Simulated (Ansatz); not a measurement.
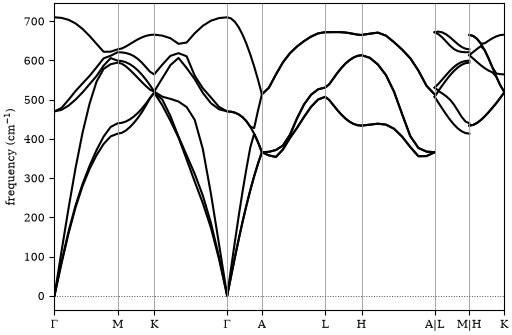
Figure: Phonon dispersion of Be (hcp (Mg type), P6_3/mmc), r²SCAN (plane waves, PAW; program Ansatz); imaginary frequencies are drawn negative

Question: Is this phase dynamically stable?

Answer: Yes, on this path no branch is imaginary.

Question: How high does the spectrum reach?

Answer: About 710 cm⁻¹ (21.3 THz).

The cell was relaxed with r²SCAN under the symmetry of its start. As this level gives no gap, phonon frequencies hold no LO–TO term and depend on the k-mesh and smearing (Fermi–Dirac, 0.1 eV here).

Potentials: the later of the program's two PAW sets.
